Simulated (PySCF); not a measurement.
Run report: GaCl$_{2}$F, geometry relaxation (part 2 of 3)

The same run, continued: GaCl$_{2}$F; HF/STO-6G, RHF, sfX2C (PySCF 2.14.0). The run did not end well. The atoms were displaced at random from an optimised geometry. The run did not end well; see the last part.

Geometry of the input (Å):
```
Ga -0.0057  0.0245  0.0613
Cl 2.0206  -0.2127  0.0302
Cl -1.3420  1.6496  -0.0160
F  -0.9422  -1.4480  0.0268
```

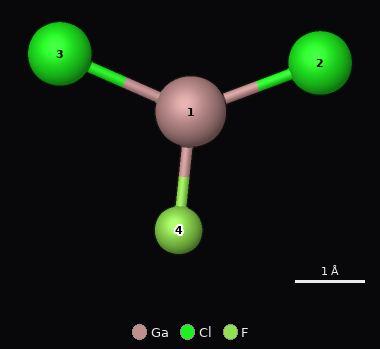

*The starting structure (ball-and-stick view, seen at a tilt; atoms are numbered from 1 in the order of the input). Sticks mark near contacts.*

Output, continued:
```
----------------------------------------------
cycle 2: E = -2946.72062154  dE = -0.0138508  norm(grad) = 0.0368757
Step    1 : Displace = 8.464e-02/1.175e-01 (rms/max) Trust = 1.000e-01 (=) Grad = 1.844e-02/2.596e-02 (rms/max) E (change) = -2946.7206215373 (-1.385e-02) Quality = 1.341
Hessian Eigenvalues: 4.62622e-02 5.00000e-02 5.00000e-02 ... 2.63319e-01 2.72595e-01 3.24451e-01

Geometry optimization cycle 3
Cartesian coordinates (Angstrom)
 Atom        New coordinates             dX        dY        dZ
  Ga  -0.037970   0.011353   0.037064   -0.031576 -0.029055  0.027118
  Cl   1.920766  -0.232909   0.038053   -0.037094  0.018909 -0.010749
  Cl  -1.299702   1.568486  -0.006600    0.039714 -0.004904 -0.008840
   F  -0.852396  -1.333533   0.033851    0.028956  0.015050 -0.007529
New geometry
   1 Ga    -0.037970273336   0.011353497051   0.037064223209 AA   -0.071753417480   0.021454999982   0.070041230885 Bohr
   2 Cl     1.920766339913  -0.232908903856   0.038053082777 AA    3.629722331719  -0.440134040260   0.071909904644 Bohr
   3 Cl    -1.299702420790   1.568486142220  -0.006600350647 AA   -2.456081618728   2.964009238972  -0.012472855049 Bohr
   4 F     -0.852396487272  -1.333532706126   0.033851046406 AA   -1.610795910485  -2.520011592728   0.063969206737 Bohr

******** <class 'pyscf.scf.hf.sfX2C1eRHF_Scanner'> ********
method = sfX2C1eRHF_Scanner
initial guess = minao
damping factor = 0
level_shift factor = 0
DIIS = <class 'pyscf.scf.diis.CDIIS'>
diis_start_cycle = 1
diis_space = 8
diis_damp = 0
SCF conv_tol = 1e-09
SCF conv_tol_grad = None
SCF max_cycles = 50
direct_scf = True
direct_scf_tol = 1e-13

******** <class 'pyscf.x2c.sfx2c1e.SpinFreeX2CHelper'> ********
approx = 1e
xuncontract = 1
Set gradient conv threshold to 3.16228e-05
init E= -2946.73452040436
  HOMO = -0.348571114535544  LUMO = 0.170595807746622  gap/eV = 14.12725
cycle= 1 E= -2946.7215549805  delta_E= 0.013  |g|= 0.0316  |ddm|= 1.29
  HOMO = -0.358608497259288  LUMO = 0.166375783208172  gap/eV = 14.28555
cycle= 2 E= -2946.72238232149  delta_E= -0.000827  |g|= 0.0165  |ddm|= 0.309
  HOMO = -0.360245241425028  LUMO = 0.167558727676894  gap/eV = 14.36228
cycle= 3 E= -2946.72275511815  delta_E= -0.000373  |g|= 0.00608  |ddm|= 0.42
  HOMO = -0.36063225042334  LUMO = 0.167473310545633  gap/eV = 14.37048
cycle= 4 E= -2946.7228136947  delta_E= -5.86e-05  |g|= 0.00295  |ddm|= 0.394
  HOMO = -0.360540678873305  LUMO = 0.167731745726893  gap/eV = 14.37502
cycle= 5 E= -2946.72283093591  delta_E= -1.72e-05  |g|= 0.000945  |ddm|= 0.263
  HOMO = -0.360695186376345  LUMO = 0.16775031314948  gap/eV = 14.37973
cycle= 6 E= -2946.72283264542  delta_E= -1.71e-06  |g|= 0.000392  |ddm|= 0.0311
  HOMO = -0.360884717353709  LUMO = 0.167686261296437  gap/eV = 14.38315
cycle= 7 E= -2946.72283288396  delta_E= -2.39e-07  |g|= 0.000123  |ddm|= 0.0563
  HOMO = -0.360850839518398  LUMO = 0.167704882938002  gap/eV = 14.38273
cycle= 8 E= -2946.7228328971  delta_E= -1.31e-08  |g|= 6.27e-05  |ddm|= 0.00827
  HOMO = -0.360876819838245  LUMO = 0.167695759105126  gap/eV = 14.38319
cycle= 9 E= -2946.72283290329  delta_E= -6.19e-09  |g|= 1.62e-05  |ddm|= 0.00711
  HOMO = -0.36088083304309  LUMO = 0.167695202691072  gap/eV = 14.38329
cycle= 10 E= -2946.72283290373  delta_E= -4.42e-10  |g|= 5.33e-06  |ddm|= 0.00107
  HOMO = -0.360882114215015  LUMO = 0.167694628595347  gap/eV = 14.38331
Extra cycle  E= -2946.72283290375  delta_E= -2.05e-11  |g|= 3.34e-06  |ddm|= 0.000295
converged SCF energy = -2946.72283290375

******** <class 'pyscf.grad.rhf.Gradients_Scanner'> for <class 'pyscf.scf.hf.sfX2C1eRHF_Scanner'> ********
unit = Eh/Bohr
--------------- sfX2C1eRHF_Scanner gradients ---------------
         x                y                z
0 Ga     0.0113063052     0.0102854055     0.0011348163
1 Cl    -0.0130923882    -0.0015256372    -0.0004148812
2 Cl     0.0026567222    -0.0097485273    -0.0002236351
3 F    -0.0008706385     0.0009887554    -0.0004963000
----------------------------------------------
cycle 3: E = -2946.7228329  dE = -0.00221137  norm(grad) = 0.0226483
Step    2 : Displace = 4.250e-02/5.077e-02 (rms/max) Trust = 1.414e-01 (+) Grad = 1.132e-02/1.533e-02 (rms/max) E (change) = -2946.7228329037 (-2.211e-03) Quality = 1.027
Hessian Eigenvalues: 4.82414e-02 5.00000e-02 5.00000e-02 ... 2.58947e-01 2.90375e-01 4.89759e-01

Geometry optimization cycle 4
Cartesian coordinates (Angstrom)
 Atom        New coordinates             dX        dY        dZ
  Ga  -0.077498  -0.042038   0.022905   -0.039527 -0.053391 -0.014160
  Cl   1.905907  -0.173124   0.041740   -0.014859  0.059785  0.003687
  Cl  -1.237797   1.598327  -0.002279    0.061905  0.029841  0.004321
   F  -0.859915  -1.369767   0.040002   -0.007519 -0.036234  0.006151
New geometry
   1 Ga    -0.077497608545  -0.042037908583   0.022904604580 AA   -0.146449255459  -0.079440134071   0.043283429647 Bohr
   2 Cl     1.905907121402  -0.173123564436   0.041740135482 AA    3.601642478308  -0.327156122492   0.078877424463 Bohr
   3 Cl    -1.237796992526   1.598326771815  -0.002279083454 AA   -2.339097313684   3.020399856290  -0.004306843543 Bohr
   4 F     -0.859915349920  -1.369767094540   0.040002344551 AA   -1.625004501657  -2.588484663122   0.075593475541 Bohr

******** <class 'pyscf.scf.hf.sfX2C1eRHF_Scanner'> ********
method = sfX2C1eRHF_Scanner
initial guess = minao
damping factor = 0
level_shift factor = 0
DIIS = <class 'pyscf.scf.diis.CDIIS'>
diis_start_cycle = 1
diis_space = 8
diis_damp = 0
SCF conv_tol = 1e-09
SCF conv_tol_grad = None
SCF max_cycles = 50
direct_scf = True
direct_scf_tol = 1e-13

******** <class 'pyscf.x2c.sfx2c1e.SpinFreeX2CHelper'> ********
approx = 1e
xuncontract = 1
Set gradient conv threshold to 3.16228e-05
init E= -2946.73354064516
  HOMO = -0.359425061588651  LUMO = 0.171021421408215  gap/eV = 14.43418
cycle= 1 E= -2946.72343012252  delta_E= 0.0101  |g|= 0.033  |ddm|= 0.763
  HOMO = -0.359253226823825  LUMO = 0.170721243842346  gap/eV = 14.42134
cycle= 2 E= -2946.72443660227  delta_E= -0.00101  |g|= 0.0192  |ddm|= 0.917
  HOMO = -0.361109666755806  LUMO = 0.171014826760163  gap/eV = 14.47985
cycle= 3 E= -2946.72497213988  delta_E= -0.000536  |g|= 0.0105  |ddm|= 0.468
  HOMO = -0.359965826430608  LUMO = 0.171283237226914  gap/eV = 14.45602
cycle= 4 E= -2946.72517218967  delta_E= -0.0002  |g|= 0.00431  |ddm|= 0.448
  HOMO = -0.360268449065615  LUMO = 0.170931737168622  gap/eV = 14.45469
cycle= 5 E= -2946.72521145992  delta_E= -3.93e-05  |g|= 0.00124  |ddm|= 0.255
  HOMO = -0.359773601717663  LUMO = 0.171140558058741  gap/eV = 14.44691
cycle= 6 E= -2946.72521299909  delta_E= -1.54e-06  |g|= 0.000311  |ddm|= 0.0853
  HOMO = -0.35977569603534  LUMO = 0.171133739746538  gap/eV = 14.44678
cycle= 7 E= -2946.72521315149  delta_E= -1.52e-07  |g|= 0.00014  |ddm|= 0.00853
  HOMO = -0.359825714649843  LUMO = 0.171109885723001  gap/eV = 14.44749
cycle= 8 E= -2946.7252131702  delta_E= -1.87e-08  |g|= 3.31e-05  |ddm|= 0.02
  HOMO = -0.359827056391785  LUMO = 0.171108985983807  gap/eV = 14.44751
cycle= 9 E= -2946.72521317209  delta_E= -1.89e-09  |g|= 1.11e-05  |ddm|= 0.00112
  HOMO = -0.359829253143237  LUMO = 0.171108577845185  gap/eV = 14.44755
cycle= 10 E= -2946.72521317228  delta_E= -1.88e-10  |g|= 4e-06  |ddm|= 0.000739
  HOMO = -0.359830396174951  LUMO = 0.171108042736108  gap/eV = 14.44757
Extra cycle  E= -2946.7252131723  delta_E= -2.23e-11  |g|= 2.23e-06  |ddm|= 0.000318
converged SCF energy = -2946.7252131723

******** <class 'pyscf.grad.rhf.Gradients_Scanner'> for <class 'pyscf.scf.hf.sfX2C1eRHF_Scanner'> ********
unit = Eh/Bohr
--------------- sfX2C1eRHF_Scanner gradients ---------------
         x                y                z
0 Ga     0.0125509112     0.0170482437    -0.0004815157
1 Cl    -0.0156781343    -0.0034062654     0.0000318351
2 Cl     0.0036365199    -0.0126473402     0.0002826088
3 F    -0.0005092988    -0.0009946390     0.0001670717
----------------------------------------------
cycle 4: E = -2946.72521317  dE = -0.00238027  norm(grad) = 0.0296706
Step    3 : Displace = 6.035e-02/6.866e-02 (rms/max) Trust = 2.000e-01 (+) Grad = 1.484e-02/2.118e-02 (rms/max) E (change) = -2946.7252131723 (-2.380e-03) Quality = 2.199
Eigenvalues below 1.0000e-05 (-5.5776e-02) - returning guess
Hessian Eigenvalues: 4.50000e-02 5.00000e-02 5.00000e-02 ... 3.40653e-01 3.77608e-01 5.69781e-01

Geometry optimization cycle 5
Cartesian coordinates (Angstrom)
 Atom        New coordinates             dX        dY        dZ
  Ga  -0.109285  -0.097546   0.031386   -0.031787 -0.055508  0.008482
  Cl   1.900135  -0.096956   0.037247   -0.005773  0.076167 -0.004493
  Cl  -1.168682   1.632194  -0.005522    0.069115  0.033867 -0.003243
   F  -0.891471  -1.424294   0.039257   -0.031555 -0.054527 -0.000745
New geometry
   1 Ga    -0.109284838154  -0.097545539062   0.031386276623 AA   -0.206518413678  -0.184334353499   0.059311466887 Bohr
   2 Cl     1.900134613103  -0.096956244632   0.037246702261 AA    3.590734018570  -0.183220748421   0.070386066317 Bohr
   3 Cl    -1.168681930694   1.632194082410  -0.005521971302 AA   -2.208488775739   3.084399797892  -0.010435013428 Bohr
   4 F     -0.891470590476  -1.424294056795   0.039256995783 AA   -1.684635264103  -2.691525688188   0.074184970503 Bohr

******** <class 'pyscf.scf.hf.sfX2C1eRHF_Scanner'> ********
method = sfX2C1eRHF_Scanner
initial guess = minao
damping factor = 0
level_shift factor = 0
DIIS = <class 'pyscf.scf.diis.CDIIS'>
diis_start_cycle = 1
diis_space = 8
diis_damp = 0
SCF conv_tol = 1e-09
SCF conv_tol_grad = None
SCF max_cycles = 50
direct_scf = True
direct_scf_tol = 1e-13

******** <class 'pyscf.x2c.sfx2c1e.SpinFreeX2CHelper'> ********
approx = 1e
xuncontract = 1
Set gradient conv threshold to 3.16228e-05
init E= -2946.73230939164
  HOMO = -0.368772775435705  LUMO = 0.167443607949788  gap/eV = 14.59119
cycle= 1 E= -2946.72677893089  delta_E= 0.00553  |g|= 0.0291  |ddm|= 0.333
  HOMO = -0.36272635646267  LUMO = 0.168140608472559  gap/eV = 14.44563
cycle= 2 E= -2946.7275892324  delta_E= -0.00081  |g|= 0.0169  |ddm|= 0.55
  HOMO = -0.361791131416492  LUMO = 0.168369400642319  gap/eV = 14.42640
cycle= 3 E= -2946.72798001869  delta_E= -0.000391  |g|= 0.00952  |ddm|= 0.525
  HOMO = -0.359741988171448  LUMO = 0.168160812810132  gap/eV = 14.36497
cycle= 4 E= -2946.72814614245  delta_E= -0.000166  |g|= 0.0042  |ddm|= 0.347
  HOMO = -0.359825940675001  LUMO = 0.167648369446121  gap/eV = 14.35331
cycle= 5 E= -2946.72818091229  delta_E= -3.48e-05  |g|= 0.00137  |ddm|= 0.471
  HOMO = -0.359116405545382  LUMO = 0.167850021861615  gap/eV = 14.33949
cycle= 6 E= -2946.72818272427  delta_E= -1.81e-06  |g|= 0.000373  |ddm|= 0.0743
  HOMO = -0.358954276245133  LUMO = 0.167868835065085  gap/eV = 14.33559
cycle= 7 E= -2946.72818286609  delta_E= -1.42e-07  |g|= 7.52e-05  |ddm|= 0.0361
  HOMO = -0.358933349137002  LUMO = 0.167872898293572  gap/eV = 14.33513
cycle= 8 E= -2946.72818287454  delta_E= -8.45e-09  |g|= 2.34e-05  |ddm|= 0.00654
  HOMO = -0.3589246094626  LUMO = 0.167875096531133  gap/eV = 14.33495
cycle= 9 E= -2946.72818287522  delta_E= -6.79e-10  |g|= 6.1e-06  |ddm|= 0.00258
  HOMO = -0.358924611592875  LUMO = 0.167875266591532  gap/eV = 14.33495
Extra cycle  E= -2946.72818287525  delta_E= -3.46e-11  |g|= 3.75e-06  |ddm|= 2.99e-05
converged SCF energy = -2946.72818287525

******** <class 'pyscf.grad.rhf.Gradients_Scanner'> for <class 'pyscf.scf.hf.sfX2C1eRHF_Scanner'> ********
unit = Eh/Bohr
--------------- sfX2C1eRHF_Scanner gradients ---------------
         x                y                z
0 Ga     0.0201566948     0.0330520877     0.0001932852
1 Cl    -0.0117248393    -0.0037748062    -0.0001351147
2 Cl     0.0022682021    -0.0100915305     0.0000397433
3 F    -0.0107000593    -0.0191857499    -0.0000979138
----------------------------------------------
cycle 5: E = -2946.72818288  dE = -0.0029697  norm(grad) = 0.0473296
Step    4 : Displace = 7.057e-02/7.677e-02 (rms/max) Trust = 2.828e-01 (+) Grad = 2.366e-02/3.871e-02 (rms/max) E (change) = -2946.7281828753 (-2.970e-03) Quality = 1.809
Hessian Eigenvalues: 2.21010e-02 4.60486e-02 5.00000e-02 ... 3.19848e-01 3.62502e-01 1.31398e+00

Geometry optimization cycle 6
Cartesian coordinates (Angstrom)
 Atom        New coordinates             dX        dY        dZ
  Ga  -0.235099  -0.322941   0.032188   -0.125814 -0.225396  0.000802
  Cl   1.787310   0.238551   0.030274   -0.112825  0.335507 -0.006973
  Cl  -0.820238   1.702840  -0.006235    0.348444  0.070646 -0.000713
   F  -1.001275  -1.605051   0.046142   -0.109805 -0.180757  0.006885
New geometry
   1 Ga    -0.235099189710  -0.322941142392   0.032188336800 AA   -0.444273080658  -0.610270313476   0.060827140957 Bohr
   2 Cl     1.787309783300   0.238550988273   0.030273524908 AA    3.377525990193   0.450796034580   0.057208670901 Bohr
   3 Cl    -0.820237912832   1.702839601562  -0.006235446727 AA   -1.550025012236   3.217900481016  -0.011783286578 Bohr
   4 F     -1.001275201942  -1.605051205323   0.046141591183 AA   -1.892135906989  -3.033107193964   0.087194970288 Bohr

******** <class 'pyscf.scf.hf.sfX2C1eRHF_Scanner'> ********
method = sfX2C1eRHF_Scanner
initial guess = minao
damping factor = 0
level_shift factor = 0
DIIS = <class 'pyscf.scf.diis.CDIIS'>
diis_start_cycle = 1
diis_space = 8
diis_damp = 0
SCF conv_tol = 1e-09
SCF conv_tol_grad = None
SCF max_cycles = 50
direct_scf = True
direct_scf_tol = 1e-13

******** <class 'pyscf.x2c.sfx2c1e.SpinFreeX2CHelper'> ********
approx = 1e
xuncontract = 1
Set gradient conv threshold to 3.16228e-05
init E= -2946.7236917727
  HOMO = -0.349909906196674  LUMO = 0.137526816148102  gap/eV = 13.26383
cycle= 1 E= -2946.70596276323  delta_E= 0.0177  |g|= 0.121  |ddm|= 2.68
  HOMO = -0.347650029676875  LUMO = 0.149972217918152  gap/eV = 13.54099
cycle= 2 E= -2946.7183572245  delta_E= -0.0124  |g|= 0.0626  |ddm|= 5.34
  HOMO = -0.362289960915835  LUMO = 0.155038143269887  gap/eV = 14.07721
cycle= 3 E= -2946.72292747322  delta_E= -0.00457  |g|= 0.0333  |ddm|= 3.84
  HOMO = -0.363855228586089  LUMO = 0.150566717104367  gap/eV = 13.99813
cycle= 4 E= -2946.72436214505  delta_E= -0.00143  |g|= 0.0138  |ddm|= 3.92
  HOMO = -0.363137182158193  LUMO = 0.148387859816982  gap/eV = 13.91931
cycle= 5 E= -2946.72461811492  delta_E= -0.000256  |g|= 0.00829  |ddm|= 1.68
  HOMO = -0.3628858610965  LUMO = 0.149216165593688  gap/eV = 13.93501
cycle= 6 E= -2946.72465119044  delta_E= -3.31e-05  |g|= 0.00354  |ddm|= 0.53
  HOMO = -0.362943078413591  LUMO = 0.149553286452764  gap/eV = 13.94574
cycle= 7 E= -2946.72466593273  delta_E= -1.47e-05  |g|= 0.000795  |ddm|= 0.294
  HOMO = -0.362978001112594  LUMO = 0.149550138101654  gap/eV = 13.94660
cycle= 8 E= -2946.72466649079  delta_E= -5.58e-07  |g|= 0.000324  |ddm|= 0.0136
  HOMO = -0.362966965703576  LUMO = 0.149572947057691  gap/eV = 13.94692
cycle= 9 E= -2946.72466653745  delta_E= -4.67e-08  |g|= 5.72e-05  |ddm|= 0.0328
  HOMO = -0.362968686220888  LUMO = 0.149577049883019  gap/eV = 13.94708
cycle= 10 E= -2946.72466654214  delta_E= -4.68e-09  |g|= 2.8e-05  |ddm|= 0.00155
  HOMO = -0.362969536321216  LUMO = 0.14957979124892  gap/eV = 13.94718
cycle= 11 E= -2946.72466654357  delta_E= -1.43e-09  |g|= 9.53e-06  |ddm|= 0.00144
  HOMO = -0.36296928751694  LUMO = 0.149578760398467  gap/eV = 13.94714
cycle= 12 E= -2946.72466654372  delta_E= -1.54e-10  |g|= 3.22e-06  |ddm|= 0.000473
  HOMO = -0.36296943660121  LUMO = 0.149578729832201  gap/eV = 13.94715
Extra cycle  E= -2946.72466654373  delta_E= -7.28e-12  |g|= 2.06e-06  |ddm|= 9e-05
converged SCF energy = -2946.72466654373
```
